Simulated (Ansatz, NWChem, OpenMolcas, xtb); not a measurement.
KI (SMILES [K][I]): methods side by side

The species is KI (2 atoms), meant as a singlet with charge 0. SMILES: `[K][I]`. The bond length is the measured one.

```csv
atom,x (Å),y (Å),z (Å)
K,0.0000,0.0000,0.0000
I,0.0000,0.0000,3.0478
```

Quantity: the vertical ionisation energy (to the doublet cation), in eV. The values are calculated.

| level | kind | program | value (eV) | less CCSD(T)/def2-TZVPPD | CPU time (all runs) |
| --- | --- | --- | --- | --- | --- |
| GFN1-xTB | semi-empirical | xtb | 12.71 | +5.12 | under 2 s |
| SVWN5/def2-TZVPPD (core potential) | LDA | NWChem | 8.04 | +0.45 | 37 s |
| PBE/def2-TZVPPD (core potential) | GGA | OpenMolcas | 7.76 | +0.17 | 47 s |
| PBE0/def2-TZVPPD (core potential) | global hybrid | OpenMolcas | 7.74 | +0.15 | 42 s |
| HSE06/def2-TZVPPD (core potential) | range-separated hybrid | Ansatz | 7.73 | +0.14 | 32 s |
| B2PLYP/def2-TZVPPD (core potential) | double hybrid | NWChem | 7.70 | +0.11 | 37 s |
| RPA@PBE0/def2-TZVPPD (core potential) | RPA | Ansatz | 7.63 | +0.04 | 38 s |
| MP2/def2-TZVPPD (core potential) | perturbation theory | Ansatz | 7.70 | +0.11 | 14 s |
| CCSD(T)/def2-TZVPPD (core potential) | coupled cluster or CI | Ansatz | 7.59 | 0.00 | 53 s |

Differences are taken from CCSD(T)/def2-TZVPPD (core potential) for orientation; it has basis-set and higher-order errors of its own. Spin-orbit coupling, which can split open shells on such heavy atoms by tenths of an eV, is left out. The values span 7.59 to 12.71 eV. The xTB values lack the empirical shift that such differences need. In the correlated wave-function rows the outer d shell of I is correlated, in sets not made for it. CPU times are rough (shared hosts, several kinds of processor): they show what a rung costs within a factor of a few.

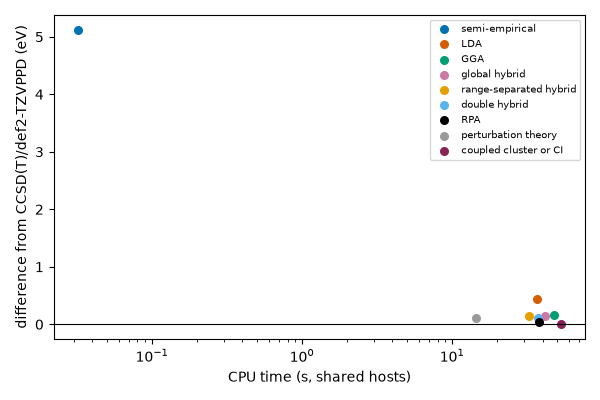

Difference from CCSD(T)/def2-TZVPPD against processor time, one point a level.
